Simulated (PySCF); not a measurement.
# C4H4F2: NMR shifts and electronic excitations at several levels of theory

Aim: compute the NMR shifts and electronic excitations of C4H4F2 (`FCC1=C(F)C1`) at several levels, and see how far they spread and what each costs.

Computed with PySCF 2.14.0, with density-fitted response routines of our own, on a single molecule in the gas phase. Atoms count from 0, in the outputs and in this text.

### Step 1. The molecule as given

10 atoms, charge 0, multiplicity 1; geometry from: PBE0-D3(BJ)/def2-SVP.

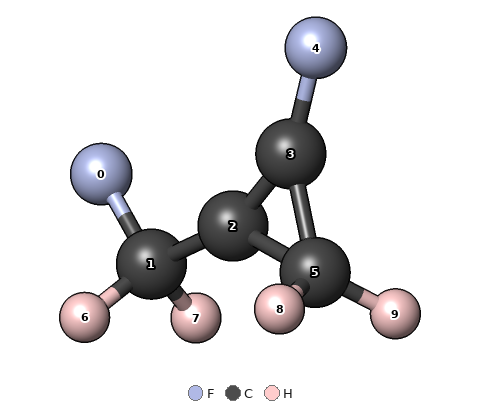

The starting geometry (fluorine light blue, carbon dark grey, hydrogen pink), atoms numbered; sticks join atoms by distance.

### Step 2. Shielding tensors: PBE0/6-31G*

What the job is given:

```
{"job": {"kind": "nmr", "xc": "PBE0", "basis": "6-31G*", "pop": true}, "charge": 0, "multiplicity": 1}
F     -2.137170     1.194160     0.075833
C     -1.485976    -0.005274     0.019592
C     -0.026047     0.166949     0.000200
C      1.090969     0.811696    -0.011667
F      1.718039     1.955762    -0.005249
C      1.286164    -0.642182    -0.028626
H     -1.776055    -0.618147     0.893141
H     -1.807853    -0.550723    -0.887137
H      1.608078    -1.176167     0.882176
H      1.579453    -1.157458    -0.959594
```

With the program's defaults for keys left out, this is: GIAO PBE0/6-31G* NMR shielding, non-relativistic, gas phase.

The run is started by

```console
$ OMP_NUM_THREADS=1 python probes_run.py task.json out
```

This one command runs all jobs of the session in turn.

The log of the run:

```text
coarse grid: 9000 points
cycle   1  E = -353.9768965823  dE =  1.001e+00  |g| = 5.904e-01  |ddm| = 3.119e+00
cycle   2  E = -353.9435298955  dE =  3.337e-02  |g| = 7.642e-01  |ddm| = 1.101e+00
cycle   3  E = -354.0375854792  dE = -9.406e-02  |g| = 6.124e-02  |ddm| = 6.479e-01
cycle   4  E = -354.0382084363  dE = -6.230e-04  |g| = 2.762e-02  |ddm| = 8.101e-02
cycle   5  E = -354.0383678879  dE = -1.595e-04  |g| = 1.094e-02  |ddm| = 3.272e-02
cycle   6  E = -354.0383939315  dE = -2.604e-05  |g| = 2.977e-03  |ddm| = 1.260e-02
cycle   7  E = -354.0383959551  dE = -2.024e-06  |g| = 8.780e-04  |ddm| = 3.303e-03
final grid: 89528 points
cycle   8  E = -354.0160905725  dE = -1.810e-05  |g| = 7.599e-03  |ddm| = 1.824e-02
cycle   9  E = -354.0160810371  dE =  9.535e-06  |g| = 1.074e-02  |ddm| = 1.566e-02
cycle  10  E = -354.0161029091  dE = -2.187e-05  |g| = 1.152e-03  |ddm| = 9.465e-03
cycle  11  E = -354.0161031795  dE = -2.703e-07  |g| = 2.933e-04  |ddm| = 1.320e-03
cycle  12  E = -354.0161031980  dE = -1.852e-08  |g| = 1.082e-04  |ddm| = 3.454e-04
cycle  13  E = -354.0161032007  dE = -2.738e-09  |g| = 1.678e-05  |ddm| = 9.924e-05
cycle  14  E = -354.0161032008  dE = -3.990e-11  |g| = 8.543e-06  |ddm| = 1.742e-05
converged SCF energy = -354.0161032008

GIAO shielding tensors (ppm)
atom      isotropic    diamagn.    paramagn.     s11        s22        s33       span
  0 F      436.799     467.537     -30.738    409.139    434.969    466.289     57.150
  1 C      119.216     244.551    -125.335     89.275     97.731    170.641     81.366
  2 C      121.835     252.895    -131.060     39.051    158.998    167.456    128.405
  3 C       65.038     256.263    -191.226    -43.250     88.771    149.592    192.843
  4 F      339.383     472.603    -133.220    223.027    297.936    497.186    274.159
  5 C      173.951     254.563     -80.612    143.808    162.688    215.358     71.550
  6 H       26.833      27.621      -0.788     22.681     27.265     30.551      7.870
  7 H       26.825      27.608      -0.783     22.712     27.235     30.526      7.814
  8 H       30.046      29.568       0.479     25.425     27.663     37.051     11.626
  9 H       30.048      29.567       0.481     25.430     27.665     37.049     11.619
```

It took 6.5 s on 1 thread of Arm Neoverse V1, shared host; peak memory 0.48 GiB.

Shifts follow as δ = σ(reference) − σ, with reference shieldings (ppm) from runs at the same level and on the same kind of geometry: 1H TMS 31.96, 13C TMS 194.1, 19F CFCl3 198.9. The references are single molecules in the gas phase, so shifts against H2O, NH3, PH3, H3PO4 or CFCl3 are not on the usual liquid scales and can be off by tens of ppm. Atoms listed in one row are averaged.

| atoms | environment | σ (ppm) | δ (ppm) |
| --- | --- | --- | --- |
| C3 | fully substituted alkene carbon bonded to F | 65.0 | 129.1 |
| C1 | allylic sp3 CH2 bonded to F | 119.2 | 74.9 |
| C2 | fully substituted alkene carbon | 121.8 | 72.3 |
| C5 | three-membered-ring carbon | 174.0 | 20.2 |
| H6, H7 | hydrogen on an allylic sp3 CH2 bonded to F | 26.83 | 5.13 |
| H8, H9 | hydrogen on a three-membered-ring carbon | 30.05 | 1.92 |
| F4 | vinylic fluorine | 339.4 | -140.5 |
| F0 | fluorine on an sp3 carbon | 436.8 | -237.9 |

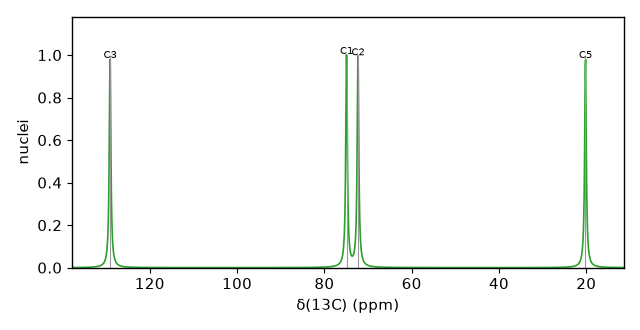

13C lines at the computed shifts, without couplings. Lines are broadened to a width of 0.44 ppm (Lorentzian).

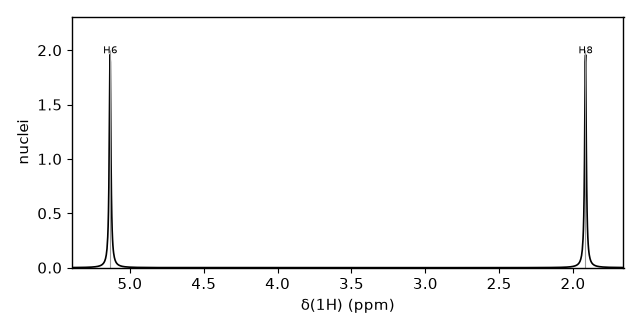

1H lines at the computed shifts, without couplings. Lines are broadened to a width of 0.01 ppm (Lorentzian).

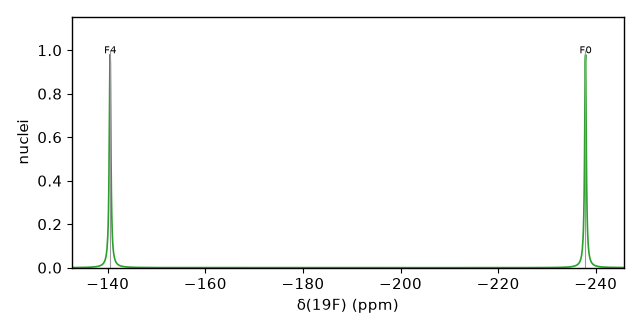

19F lines at the computed shifts, without couplings. Lines are broadened to a width of 0.39 ppm (Lorentzian).

The run also stored atomic charges by several schemes (e):

| atoms | Mulliken | IAO | Hirshfeld | ESP fit |
| --- | --- | --- | --- | --- |
| F0 | -0.33 | -0.30 | -0.11 | -0.16 |
| C1 | -0.04 | 0.04 | 0.05 | -0.08 |
| C2 | 0.09 | -0.08 | -0.03 | 0.02 |
| C3 | 0.24 | 0.29 | 0.07 | 0.20 |
| F4 | -0.24 | -0.21 | -0.04 | -0.10 |
| C5 | -0.42 | -0.27 | -0.08 | -0.34 |

IAO charges:

| atom | value (e) |
| --- | --- |
| F0 | -0.30 |
| C1 | 0.04 |
| C2 | -0.08 |
| C3 | 0.29 |
| F4 | -0.21 |
| C5 | -0.27 |
| H6 | 0.15 |
| H7 | 0.15 |
| H8 | 0.12 |
| H9 | 0.12 |

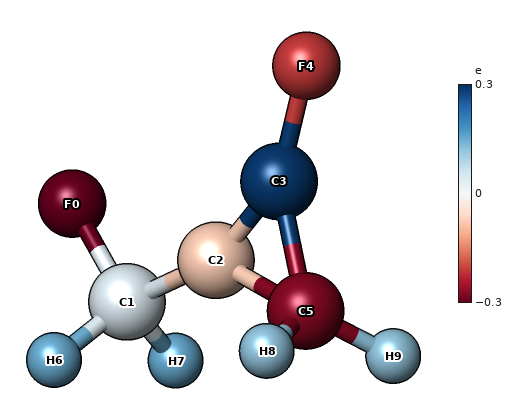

IAO charges, as colours on the atoms.

Mayer bond orders: F0–C1 0.91, C1–C2 0.95, C2–C3 1.76, C3–F4 1.05, C3–C5 1.02, C5–C2 0.84.

Ring of atoms C2, C3, C5: NICS(0) -32.7, NICS(1) -5.4, NICS(1)zz -10.2 ppm (means of both faces).

In rings of three or four atoms NICS is ruled by the nearby σ bonds, so it says little on aromaticity.

### Step 3. Shielding tensors: PBE0/6-311+G(2d,p)

Same as in step 2 but for these lines:

```diff
@@ -1,2 +1,2 @@
-{"job": {"kind": "nmr", "xc": "PBE0", "basis": "6-31G*", "pop": true}, "charge": 0, "multiplicity": 1}
+{"job": {"kind": "nmr", "xc": "PBE0", "basis": "6-311+G(2d,p)", "pop": true}, "charge": 0, "multiplicity": 1}
 F     -2.137170     1.194160     0.075833
```

With the program's defaults for keys left out, this is: GIAO PBE0/6-311+G(2d,p) NMR shielding, non-relativistic, gas phase.

The log of the run:

```text
coarse grid: 9000 points
cycle   1  E = -354.0758755899  dE =  1.010e+00  |g| = 5.697e-01  |ddm| = 3.687e+00
cycle   2  E = -354.0393574509  dE =  3.652e-02  |g| = 7.717e-01  |ddm| = 1.089e+00
cycle   3  E = -354.1284428235  dE = -8.909e-02  |g| = 7.180e-02  |ddm| = 5.005e-01
cycle   4  E = -354.1291387949  dE = -6.960e-04  |g| = 2.966e-02  |ddm| = 9.759e-02
cycle   5  E = -354.1293156942  dE = -1.769e-04  |g| = 9.044e-03  |ddm| = 4.067e-02
cycle   6  E = -354.1293294676  dE = -1.377e-05  |g| = 4.718e-03  |ddm| = 1.958e-02
cycle   7  E = -354.1293343550  dE = -4.887e-06  |g| = 6.878e-04  |ddm| = 4.947e-03
final grid: 89528 points
cycle   8  E = -354.1361334080  dE = -4.179e-05  |g| = 5.371e-03  |ddm| = 8.230e-02
cycle   9  E = -354.1361314256  dE =  1.982e-06  |g| = 6.472e-03  |ddm| = 1.573e-02
cycle  10  E = -354.1361399943  dE = -8.569e-06  |g| = 1.153e-03  |ddm| = 7.889e-03
cycle  11  E = -354.1361401886  dE = -1.943e-07  |g| = 2.478e-04  |ddm| = 1.344e-03
cycle  12  E = -354.1361401957  dE = -7.113e-09  |g| = 1.440e-04  |ddm| = 3.690e-04
cycle  13  E = -354.1361402006  dE = -4.862e-09  |g| = 1.724e-05  |ddm| = 1.595e-04
cycle  14  E = -354.1361402006  dE = -5.821e-11  |g| = 5.464e-06  |ddm| = 2.528e-05
converged SCF energy = -354.1361402006

GIAO shielding tensors (ppm)
atom      isotropic    diamagn.    paramagn.     s11        s22        s33       span
  0 F      421.310     455.590     -34.279    395.971    405.832    462.128     66.157
  1 C      108.102     247.395    -139.293     76.511     84.005    163.789     87.278
  2 C      107.375     242.915    -135.540     19.401    148.246    154.477    135.076
  3 C       43.130     250.572    -207.442    -76.538     68.439    137.489    214.028
  4 F      333.030     478.269    -145.239    212.495    295.054    491.541    279.045
  5 C      162.904     246.239     -83.335    131.791    152.126    204.795     73.003
  6 H       26.392      30.847      -4.454     22.475     26.549     30.153      7.678
  7 H       26.380      30.950      -4.570     22.514     26.524     30.102      7.588
  8 H       29.348      29.220       0.127     24.437     27.175     36.430     11.993
  9 H       29.349      29.198       0.151     24.440     27.174     36.432     11.993
```

It took 16 s on 1 thread of Arm Neoverse V1, shared host; peak memory 0.86 GiB.

This run: δ C3 143.3, C2 79.1, C1 78.3, C5 23.5, H6 5.12, H8 2.16 ppm (means over like atoms).

### Step 4. Shielding tensors: PBE0/def2-SVP

Same as in step 3 but for these lines:

```diff
@@ -1,2 +1,2 @@
-{"job": {"kind": "nmr", "xc": "PBE0", "basis": "6-311+G(2d,p)", "pop": true}, "charge": 0, "multiplicity": 1}
+{"job": {"kind": "nmr", "xc": "PBE0", "basis": "def2-SVP", "pop": true}, "charge": 0, "multiplicity": 1}
 F     -2.137170     1.194160     0.075833
```

Method: GIAO PBE0/def2-SVP NMR shielding, non-relativistic, gas phase.

The log of the run:

```text
coarse grid: 9000 points
cycle   1  E = -353.6536914296  dE =  9.551e-01  |g| = 5.800e-01  |ddm| = 3.447e+00
cycle   2  E = -353.6204738024  dE =  3.322e-02  |g| = 7.468e-01  |ddm| = 1.511e+00
cycle   3  E = -353.7119122797  dE = -9.144e-02  |g| = 5.911e-02  |ddm| = 9.003e-01
cycle   4  E = -353.7124514847  dE = -5.392e-04  |g| = 2.566e-02  |ddm| = 7.138e-02
cycle   5  E = -353.7125944729  dE = -1.430e-04  |g| = 9.060e-03  |ddm| = 3.122e-02
cycle   6  E = -353.7126103293  dE = -1.586e-05  |g| = 3.639e-03  |ddm| = 1.270e-02
cycle   7  E = -353.7126134128  dE = -3.084e-06  |g| = 7.502e-04  |ddm| = 4.000e-03
final grid: 89528 points
cycle   8  E = -353.7619062178  dE = -1.913e-05  |g| = 6.374e-03  |ddm| = 1.978e-02
cycle   9  E = -353.7619005620  dE =  5.656e-06  |g| = 8.604e-03  |ddm| = 1.335e-02
cycle  10  E = -353.7619152498  dE = -1.469e-05  |g| = 1.072e-03  |ddm| = 8.528e-03
cycle  11  E = -353.7619154727  dE = -2.229e-07  |g| = 2.437e-04  |ddm| = 1.417e-03
cycle  12  E = -353.7619154844  dE = -1.166e-08  |g| = 1.087e-04  |ddm| = 3.433e-04
cycle  13  E = -353.7619154872  dE = -2.843e-09  |g| = 1.308e-05  |ddm| = 1.101e-04
cycle  14  E = -353.7619154873  dE = -2.376e-11  |g| = 7.690e-06  |ddm| = 1.878e-05
converged SCF energy = -353.7619154873

GIAO shielding tensors (ppm)
atom      isotropic    diamagn.    paramagn.     s11        s22        s33       span
  0 F      439.064     465.333     -26.270    410.053    438.802    468.337     58.283
  1 C      118.750     241.903    -123.153     87.520     96.974    171.756     84.236
  2 C      117.690     260.299    -142.608     30.123    156.332    166.616    136.492
  3 C       59.747     256.195    -196.447    -54.215     86.544    146.912    201.127
  4 F      345.545     470.338    -124.793    231.078    297.472    508.085    277.007
  5 C      173.819     251.734     -77.915    141.996    163.780    215.680     73.684
  6 H       26.382      27.668      -1.286     22.377     26.568     30.201      7.823
  7 H       26.371      27.640      -1.269     22.411     26.532     30.171      7.760
  8 H       29.621      30.490      -0.870     24.588     27.437     36.836     12.248
  9 H       29.622      30.491      -0.870     24.593     27.438     36.833     12.240
```

Run time: 7.1 s. Hardware: 1 thread of Arm Neoverse V1, shared host; peak memory 0.53 GiB.

This run: δ C3 134.0, C2 76.0, C1 75.0, C5 19.9, H6 4.97, H8 1.72 ppm (means over like atoms).

### Step 5. NMR shieldings: PBE0/def2-TZVP

Same as in step 4 but for these lines:

```diff
@@ -1,2 +1,2 @@
-{"job": {"kind": "nmr", "xc": "PBE0", "basis": "def2-SVP", "pop": true}, "charge": 0, "multiplicity": 1}
+{"job": {"kind": "nmr", "xc": "PBE0", "basis": "def2-TZVP", "pop": true}, "charge": 0, "multiplicity": 1}
 F     -2.137170     1.194160     0.075833
```

With the program's defaults for keys left out, this is: GIAO PBE0/def2-TZVP NMR shielding, non-relativistic, gas phase.

The log of the run:

```text
coarse grid: 9000 points
cycle   1  E = -354.1185344354  dE =  1.000e+00  |g| = 5.818e-01  |ddm| = 2.958e+00
cycle   2  E = -354.0828862262  dE =  3.565e-02  |g| = 7.796e-01  |ddm| = 1.642e+00
cycle   3  E = -354.1729587622  dE = -9.007e-02  |g| = 7.252e-02  |ddm| = 9.648e-01
cycle   4  E = -354.1736692213  dE = -7.105e-04  |g| = 3.099e-02  |ddm| = 7.610e-02
cycle   5  E = -354.1738619473  dE = -1.927e-04  |g| = 9.773e-03  |ddm| = 2.833e-02
cycle   6  E = -354.1738788821  dE = -1.693e-05  |g| = 4.667e-03  |ddm| = 1.208e-02
cycle   7  E = -354.1738836224  dE = -4.740e-06  |g| = 7.056e-04  |ddm| = 4.582e-03
final grid: 89528 points
cycle   8  E = -354.1717817656  dE = -5.822e-05  |g| = 5.634e-03  |ddm| = 7.582e-02
cycle   9  E = -354.1717797902  dE =  1.975e-06  |g| = 6.600e-03  |ddm| = 9.792e-03
cycle  10  E = -354.1717887050  dE = -8.915e-06  |g| = 1.190e-03  |ddm| = 4.766e-03
cycle  11  E = -354.1717889049  dE = -1.999e-07  |g| = 2.629e-04  |ddm| = 1.768e-03
cycle  12  E = -354.1717889127  dE = -7.777e-09  |g| = 1.492e-04  |ddm| = 3.232e-04
cycle  13  E = -354.1717889178  dE = -5.188e-09  |g| = 1.942e-05  |ddm| = 1.485e-04
cycle  14  E = -354.1717889179  dE = -7.310e-11  |g| = 5.805e-06  |ddm| = 1.945e-05
converged SCF energy = -354.1717889179

GIAO shielding tensors (ppm)
atom      isotropic    diamagn.    paramagn.     s11        s22        s33       span
  0 F      424.221     461.838     -37.618    400.468    410.408    461.787     61.319
  1 C      106.022     233.714    -127.692     73.582     81.909    162.574     88.992
  2 C      107.629     263.384    -155.755     19.378    148.229    155.281    135.902
  3 C       42.338     252.130    -209.792    -78.046     68.914    136.146    214.193
  4 F      332.111     468.907    -136.796    208.825    294.300    493.208    284.383
  5 C      163.458     248.561     -85.103    132.101    152.487    205.785     73.684
  6 H       26.369      27.190      -0.820     22.465     26.586     30.057      7.592
  7 H       26.359      27.207      -0.848     22.504     26.564     30.010      7.506
  8 H       29.355      30.309      -0.953     24.481     27.197     36.388     11.907
  9 H       29.356      30.310      -0.954     24.484     27.196     36.388     11.904
```

It took 20 s on 1 thread of Arm Neoverse V1, shared host; peak memory 0.97 GiB.

Key values: δ C3 144.3, C1 80.6, C2 79.0, C5 23.2, H6 5.12, H8 2.13 ppm (means over like atoms).

### Step 6. Shielding tensors: PBE0/cc-pVDZ

Same as in step 5 but for these lines:

```diff
@@ -1,2 +1,2 @@
-{"job": {"kind": "nmr", "xc": "PBE0", "basis": "def2-TZVP", "pop": true}, "charge": 0, "multiplicity": 1}
+{"job": {"kind": "nmr", "xc": "PBE0", "basis": "cc-pVDZ", "pop": true}, "charge": 0, "multiplicity": 1}
 F     -2.137170     1.194160     0.075833
```

With the program's defaults for keys left out, this is: GIAO PBE0/cc-pVDZ NMR shielding, non-relativistic, gas phase.

The log of the run:

```text
coarse grid: 9000 points
cycle   1  E = -353.9794063841  dE =  1.031e+00  |g| = 5.787e-01  |ddm| = 5.894e+00
cycle   2  E = -353.9457803344  dE =  3.363e-02  |g| = 7.498e-01  |ddm| = 1.852e+00
cycle   3  E = -354.0370811890  dE = -9.130e-02  |g| = 5.967e-02  |ddm| = 1.010e+00
cycle   4  E = -354.0376409495  dE = -5.598e-04  |g| = 2.674e-02  |ddm| = 1.164e-01
cycle   5  E = -354.0377965306  dE = -1.556e-04  |g| = 9.594e-03  |ddm| = 5.005e-02
cycle   6  E = -354.0378149411  dE = -1.841e-05  |g| = 3.561e-03  |ddm| = 1.804e-02
cycle   7  E = -354.0378178624  dE = -2.921e-06  |g| = 8.142e-04  |ddm| = 5.988e-03
final grid: 89528 points
cycle   8  E = -354.0442890757  dE = -2.089e-05  |g| = 6.962e-03  |ddm| = 4.478e-02
cycle   9  E = -354.0442822388  dE =  6.837e-06  |g| = 9.456e-03  |ddm| = 2.443e-02
cycle  10  E = -354.0443000642  dE = -1.783e-05  |g| = 1.176e-03  |ddm| = 1.357e-02
cycle  11  E = -354.0443003289  dE = -2.647e-07  |g| = 2.670e-04  |ddm| = 2.124e-03
cycle  12  E = -354.0443003422  dE = -1.326e-08  |g| = 1.298e-04  |ddm| = 5.413e-04
cycle  13  E = -354.0443003462  dE = -4.022e-09  |g| = 1.459e-05  |ddm| = 1.895e-04
cycle  14  E = -354.0443003462  dE = -2.478e-11  |g| = 9.100e-06  |ddm| = 2.700e-05
converged SCF energy = -354.0443003462

GIAO shielding tensors (ppm)
atom      isotropic    diamagn.    paramagn.     s11        s22        s33       span
  0 F      433.305     467.919     -34.614    410.689    428.754    460.472     49.783
  1 C      121.298     245.370    -124.071     89.629     99.443    174.823     85.194
  2 C      118.596     257.327    -138.731     34.879    155.870    165.037    130.158
  3 C       62.123     256.559    -194.436    -50.398     89.735    147.033    197.430
  4 F      338.384     471.467    -133.083    222.406    296.319    496.425    274.019
  5 C      174.729     251.551     -76.822    145.182    165.360    213.643     68.461
  6 H       26.224      28.356      -2.132     22.138     26.483     30.050      7.912
  7 H       26.212      28.332      -2.120     22.171     26.452     30.014      7.842
  8 H       29.464      30.074      -0.609     24.585     27.230     36.577     11.992
  9 H       29.466      30.072      -0.606     24.590     27.231     36.577     11.986
```

Wall time 7.5 s (1 thread of Arm Neoverse V1, shared host); peak memory 0.56 GiB.

Key values: δ C3 134.6, C2 78.2, C1 75.5, C5 22.0, H6 5.07, H8 1.82 ppm (means over like atoms).

### Step 7. Shielding tensors: PBE0/cc-pVTZ

Same as in step 6 but for these lines:

```diff
@@ -1,2 +1,2 @@
-{"job": {"kind": "nmr", "xc": "PBE0", "basis": "cc-pVDZ", "pop": true}, "charge": 0, "multiplicity": 1}
+{"job": {"kind": "nmr", "xc": "PBE0", "basis": "cc-pVTZ", "pop": true}, "charge": 0, "multiplicity": 1}
 F     -2.137170     1.194160     0.075833
```

With the program's defaults for keys left out, this is: GIAO PBE0/cc-pVTZ NMR shielding, non-relativistic, gas phase.

The log of the run:

```text
coarse grid: 9000 points
cycle   1  E = -354.1053315470  dE =  9.968e-01  |g| = 5.832e-01  |ddm| = 6.496e+00
cycle   2  E = -354.0716599116  dE =  3.367e-02  |g| = 7.771e-01  |ddm| = 1.922e+00
cycle   3  E = -354.1597067985  dE = -8.805e-02  |g| = 6.979e-02  |ddm| = 1.123e+00
cycle   4  E = -354.1603675105  dE = -6.607e-04  |g| = 2.963e-02  |ddm| = 1.317e-01
cycle   5  E = -354.1605422106  dE = -1.747e-04  |g| = 9.518e-03  |ddm| = 5.266e-02
cycle   6  E = -354.1605581615  dE = -1.595e-05  |g| = 4.510e-03  |ddm| = 1.833e-02
cycle   7  E = -354.1605625081  dE = -4.347e-06  |g| = 7.297e-04  |ddm| = 7.184e-03
final grid: 89528 points
cycle   8  E = -354.1555867045  dE = -5.875e-05  |g| = 6.473e-03  |ddm| = 8.164e-02
cycle   9  E = -354.1555821758  dE =  4.529e-06  |g| = 8.414e-03  |ddm| = 2.172e-02
cycle  10  E = -354.1555952635  dE = -1.309e-05  |g| = 1.243e-03  |ddm| = 1.159e-02
cycle  11  E = -354.1555954940  dE = -2.304e-07  |g| = 3.022e-04  |ddm| = 2.402e-03
cycle  12  E = -354.1555955055  dE = -1.154e-08  |g| = 1.827e-04  |ddm| = 6.178e-04
cycle  13  E = -354.1555955133  dE = -7.800e-09  |g| = 1.744e-05  |ddm| = 2.724e-04
cycle  14  E = -354.1555955134  dE = -4.866e-11  |g| = 7.443e-06  |ddm| = 2.652e-05
converged SCF energy = -354.1555955134

GIAO shielding tensors (ppm)
atom      isotropic    diamagn.    paramagn.     s11        s22        s33       span
  0 F      425.882     465.139     -39.257    404.204    413.213    460.228     56.024
  1 C      107.528     235.266    -127.738     75.712     83.570    163.303     87.591
  2 C      109.151     259.210    -150.059     20.864    149.330    157.259    136.395
  3 C       44.228     252.967    -208.739    -75.176     71.223    136.637    211.814
  4 F      331.129     465.888    -134.759    207.755    293.519    492.113    284.359
  5 C      164.207     251.016     -86.810    133.064    153.022    206.534     73.470
  6 H       26.181      27.927      -1.746     22.236     26.364     29.945      7.709
  7 H       26.172      27.925      -1.754     22.274     26.340     29.901      7.626
  8 H       29.227      30.235      -1.008     24.330     26.961     36.390     12.060
  9 H       29.227      30.233      -1.006     24.332     26.960     36.390     12.057
```

Wall time 24 s (1 thread of Arm Neoverse V1, shared host); peak memory 0.89 GiB.

Key values: δ C3 143.1, C1 79.8, C2 78.1, C5 23.1, H6 5.11, H8 2.06 ppm (means over like atoms).

(Part 1 of 2 ends here.)
